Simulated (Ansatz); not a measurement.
# CClF3 (SMILES FC(F)(F)Cl): levels of theory compared

Wanted: a comparison of 6 runs (HF/STO-3G, HF/3-21G, PBE/STO-3G, B3LYP/6-31G*, MP2/cc-pVTZ, CCSD(T)/6-31G) of CClF3. 

The calculation is run with Ansatz 0.2.0.

10 further runs of the same task are left out: 3 for a known fault of the program, 3 that didn't finish, 4 set aside as unsound or not needed.

## (1) Starting point

The species is CClF3 (5 atoms), meant as a singlet with charge 0. SMILES: `FC(F)(F)Cl`. The coordinates come from a PBE0-D4/def2-TZVP relaxation.

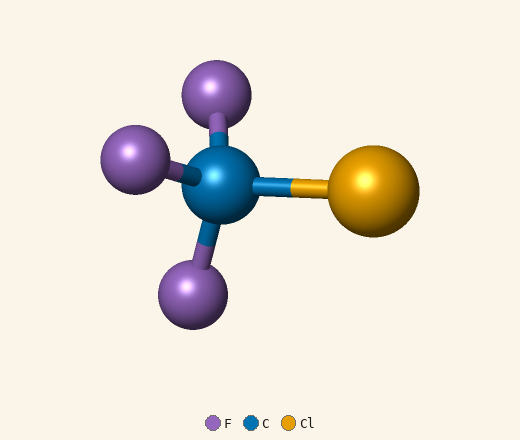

Viewed from a chosen angle; fluorine purple, carbon blue, chlorine amber.

## (2) Energy and gradient at HF/STO-3G (run 1)

job.yaml reads:

```yaml
crystal:
  periodic: [false, false, false]
  atoms:
    - {symbol: F, position_ang: [0.213700, 0.019100, 1.326100]}
    - {symbol: C, position_ang: [-0.002200, -0.082500, 0.026100]}
    - {symbol: F, position_ang: [-1.249600, -0.474600, -0.167100]}
    - {symbol: F, position_ang: [0.811700, -0.999000, -0.468500]}
    - {symbol: Cl, position_ang: [0.276300, 1.463300, -0.758000]}
basis:
  gaussian: {orbitals: STO-3G}
hamiltonian: {xc: hf}
accuracy: high
output: {forces: true, orbitals: {seedname: orbitals}}
```

Run with:

```bash
ansatz run job.yaml --threads 1 --pin off --max-ram 2610MiB --events-out events.jsonl --progress --plain --runs-dir runs
```

The log of the run:

```text
Warning: RAYON_NUM_THREADS=1 ignored (pool sized by the plan → 1); use --threads N
Functional definition: HF
  name "HF"
  exchange = exact_x
  correlation = 0
575 factors; integrals over basis functions are off by at most 4.0e-8 eV
mean field evaluation 1: about -21384.0608 eV, gradient 4.4e1 eV
mean field evaluation 2: about -21384.2527 eV, gradient 4.5e1 eV
mean field evaluation 4: about -21390.7932 eV, gradient 1.9e0 eV
mean field evaluation 8: about -21390.8099 eV, gradient 2.9e-4 eV
mean field -21390.80987258 eV, -786.0977636057 hartree, gradient 5.7e-9 eV, S^2 0.000000; 0 other end points of the search recorded, 0 dependent functions left out
the calculation of the forces begins
reference -21390.80987258 eV, -786.0977636057 hartree; 25, 25 occupied and 4, 4 virtual orbitals, 575 factors
Total energy: -21390.80987258 eV, -786.0977636057 hartree
Atom 0 at     0.213700     0.019100     1.326100 Å, force     0.528816     0.391849     2.932834 eV/Å
Atom 1 at    -0.002200    -0.082500     0.026100 Å, force    -0.135474    -0.742782     0.374352 eV/Å
Atom 2 at    -1.249600    -0.474600    -0.167100 Å, force    -2.859158    -0.751472    -0.526615 eV/Å
Atom 3 at     0.811700    -0.999000    -0.468500 Å, force     1.912680    -1.965142    -1.224477 eV/Å
Atom 4 at     0.276300     1.463300    -0.758000 Å, force     0.553136     3.067547    -1.556095 eV/Å
Dipole moment:    -0.035074    -0.194895     0.098878 e Å
```

Wall time 0.97 s (1 thread of Arm Neoverse N1, shared host); peak memory 0.26 GiB.

## (3) Energy and forces at HF/3-21G (run 2)

job.yaml reads:

```yaml
crystal:
  periodic: [false, false, false]
  atoms:
    - symbol: F
      position_ang: [0.213700, 0.019100, 1.326100]
    - symbol: C
      position_ang: [-0.002200, -0.082500, 0.026100]
    - symbol: F
      position_ang: [-1.249600, -0.474600, -0.167100]
    - symbol: F
      position_ang: [0.811700, -0.999000, -0.468500]
    - symbol: Cl
      position_ang: [0.276300, 1.463300, -0.758000]
basis:
  gaussian:
    orbitals: 3-21G.json
hamiltonian:
  xc: hf
accuracy: high
output: {forces: true, orbitals: {seedname: orbitals}}
```

The basis set 3-21G is read from a file made from the Basis Set Exchange's data (not shown).

Run with:

```bash
ansatz run job.yaml --threads 1 --pin off --max-ram 2610MiB --events-out events.jsonl --progress --plain --runs-dir runs
```

The log of the run:

```text
Warning: RAYON_NUM_THREADS=1 ignored (pool sized by the plan → 1); use --threads N
[... 4 set-up lines as earlier in the session ...]
1048 factors; integrals over basis functions are off by at most 3.1e-9 eV
mean field evaluation 1: about -21536.8841 eV, gradient 4.3e1 eV
mean field evaluation 2: about -21537.2050 eV, gradient 4.3e1 eV
mean field evaluation 4: about -21541.6576 eV, gradient 2.4e0 eV
mean field evaluation 8: about -21541.6961 eV, gradient 1.5e-1 eV
mean field evaluation 16: about -21541.6962 eV, gradient 5.5e-8 eV
mean field -21541.69623699 eV, -791.6427352231 hartree, gradient 5.5e-8 eV, S^2 0.000000; 0 other end points of the search recorded, 0 dependent functions left out
the calculation of the forces begins
reference -21541.69623699 eV, -791.6427352231 hartree; 25, 25 occupied and 24, 24 virtual orbitals, 1048 factors
Total energy: -21541.69623699 eV, -791.6427352231 hartree
Atom 0 at     0.213700     0.019100     1.326100 Å, force     0.139550     0.128854     0.727901 eV/Å
Atom 1 at    -0.002200    -0.082500     0.026100 Å, force    -0.171817    -0.945396     0.477678 eV/Å
Atom 2 at    -1.249600    -0.474600    -0.167100 Å, force    -0.717457    -0.160488    -0.148254 eV/Å
Atom 3 at     0.811700    -0.999000    -0.468500 Å, force     0.489122    -0.467056    -0.324714 eV/Å
Atom 4 at     0.276300     1.463300    -0.758000 Å, force     0.260603     1.444084    -0.732611 eV/Å
Dipole moment:     0.010156     0.056066    -0.028405 e Å
```

It took 1.5 s on 1 thread of Arm Neoverse N1, shared host; peak memory 0.26 GiB.

Runs 3 to 4 aren't shown in full; the table further down has their settings and results.

## (4) Energy and forces at MP2/cc-pVTZ (run 5)

in.yaml reads:

```yaml
crystal:
  periodic: [false, false, false]
  atoms:
    - {symbol: F, position_ang: [0.213700, 0.019100, 1.326100]}
    - {symbol: C, position_ang: [-0.002200, -0.082500, 0.026100]}
    - {symbol: F, position_ang: [-1.249600, -0.474600, -0.167100]}
    - {symbol: F, position_ang: [0.811700, -0.999000, -0.468500]}
    - {symbol: Cl, position_ang: [0.276300, 1.463300, -0.758000]}
basis:
  gaussian:
    orbitals: cc-pVTZ
correlation:
  method: mp2
  frozen_orbitals: {C: 1, Cl: 5, F: 1}
accuracy: high
output: {forces: true, orbitals: {seedname: orbitals}}
```

Run with:

```bash
ansatz run in.yaml --threads 1 --pin off --max-ram 2610MiB --events-out events.jsonl --progress --plain --runs-dir runs
```

The log of the run:

```text
Warning: RAYON_NUM_THREADS=1 ignored (pool sized by the plan → 1); use --threads N
[... 4 set-up lines as earlier in the session ...]
2623 factors; integrals over basis functions are off by at most 3.6e-9 eV
mean field evaluation 1: about -21651.6173 eV, gradient 4.7e1 eV
mean field evaluation 2: about -21651.8027 eV, gradient 4.7e1 eV
mean field evaluation 4: about -21655.7189 eV, gradient 2.9e0 eV
mean field evaluation 8: about -21655.7619 eV, gradient 2.3e-1 eV
mean field evaluation 16: about -21655.7622 eV, gradient 2.8e-8 eV
mean field -21655.76216858 eV, -795.8345808926 hartree, gradient 3.5e-8 eV, S^2 0.000000; 0 other end points of the search recorded, 0 dependent functions left out
9 core orbitals not correlated: weight in the atoms' cores, before any rotation towards them, 1.000 or more for the frozen orbitals, at most 0.000 for the correlated occupied ones
reference -21655.76216858 eV, -795.8345808926 hartree; 16, 16 occupied and 129, 129 virtual orbitals, 2623 factors
second order -29.74677583 eV of doubles, -0.00000000 eV of singles
the calculation of the forces begins
Total energy: -21685.50894442 eV, -796.9277547414 hartree
Atom 0 at     0.213700     0.019100     1.326100 Å, force     0.026446     0.023935     0.136893 eV/Å
Atom 1 at    -0.002200    -0.082500     0.026100 Å, force     0.015236     0.091472    -0.047684 eV/Å
Atom 2 at    -1.249600    -0.474600    -0.167100 Å, force    -0.133744    -0.030288    -0.027620 eV/Å
Atom 3 at     0.811700    -0.999000    -0.468500 Å, force     0.091303    -0.087073    -0.060499 eV/Å
Atom 4 at     0.276300     1.463300    -0.758000 Å, force     0.000760     0.001953    -0.001089 eV/Å
Dipole moment:     0.011022     0.060945    -0.030874 e Å
```

Run time: 55 s. Hardware: 1 thread of Arm Neoverse N1, shared host; peak memory 0.69 GiB.

## (5) Energy and gradient at CCSD(T)/6-31G (run 6)

job.yaml reads:

```yaml
crystal:
  periodic: [false, false, false]
  atoms:
    - {symbol: F, position_ang: [0.213700, 0.019100, 1.326100]}
    - {symbol: C, position_ang: [-0.002200, -0.082500, 0.026100]}
    - {symbol: F, position_ang: [-1.249600, -0.474600, -0.167100]}
    - {symbol: F, position_ang: [0.811700, -0.999000, -0.468500]}
    - {symbol: Cl, position_ang: [0.276300, 1.463300, -0.758000]}
basis:
  gaussian: {orbitals: 6-31G}
total_charge: 0
correlation: {method: ccsd_t, frozen_orbitals: {C: 1, Cl: 5, F: 1}}
accuracy: high
scf: {omitted_lower_state_checks: [cluster_reference, increment]}
output: {forces: true, orbitals: {seedname: orbitals}}
```

Run with:

```bash
ansatz run job.yaml --threads 1 --pin off --max-ram 2610MiB --events-out events.jsonl --progress --plain --runs-dir runs
```

The log of the run:

```text
Warning: RAYON_NUM_THREADS=1 ignored (pool sized by the plan → 1); use --threads N
[... 12 lines left out ...]
9 core orbitals not correlated: weight in the atoms' cores, before any rotation towards them, 1.000 or more for the frozen orbitals, at most 0.000 for the correlated occupied ones
[... 23 lines left out ...]
Total energy: -21660.86977861 eV, -796.0222820991 hartree
[... 5 lines left out ...]
Dipole moment:     0.017096     0.094616    -0.047959 e Å
Checks for a lower state left out: cluster_reference, increment
```

It took 16 s on 1 thread of Arm Neoverse N1, shared host; peak memory 0.27 GiB.

## (6) The series

| run | level | frozen core orbitals | energy (Eh) | dipole moment (D) | HOMO energy (eV) | LUMO energy (eV) | wall time |
| --- | --- | --- | --- | --- | --- | --- | --- |
| 1 | HF/STO-3G | – | -786.097764 | 1.06 | -11.75 | 9.07 | 0.97 s |
| 2 | HF/3-21G | – | -791.642735 | 0.31 | -14.03 | 4.60 | 1.5 s |
| 3 | PBE/STO-3G | – | -787.460953 | 1.71 | -5.13 | 3.27 | 3.9 s |
| 4 | B3LYP/6-31G* (spherical functions) | – | -797.809362 | 0.04 | -9.49 | 0.12 | 14 s |
| 5 | MP2/cc-pVTZ | 9 | -796.927755 | 0.33 | -13.75 | 4.65 | 55 s |
| 6 | CCSD(T)/6-31G | 9 | -796.022282 | 0.52 | -14.18 | 4.13 | 16 s |

## (7) Outcome

```
                                          quantity          value
                               run 6: total energy  -796.02228 Eh
         run 6: dipole moment (correlated density)         0.52 D
        run 6: HOMO energy (Hartree–Fock orbitals)      -14.18 eV
        run 6: LUMO energy (Hartree–Fock orbitals)        4.13 eV
      run 6: HOMO–LUMO gap (Hartree–Fock orbitals)       18.31 eV
run 6: correlation energy (9 core orbitals frozen)     -510.3 mEh
                             run 6: (T) correction     -10.17 mEh
                              run 6: T1 diagnostic          0.011
                   run 6: largest force on an atom     3.630 eV/Å
```

In words: The dipole moment (its size) runs from 0.04 D (B3LYP/6-31G*) to 1.71 D (PBE/STO-3G). The two ends differ in method and basis. The two dipoles point in opposite directions. Over runs 1, 2, 3, 4 the HOMO–LUMO gap runs from 8.40 eV (PBE/STO-3G) to 20.82 eV (HF/STO-3G). Exact exchange widens orbital gaps. Totals of different functionals can't be ranked against each other. In runs 1, 3 the basis is minimal, so the values are rough. All runs together took 90 s, the longest 55 s.
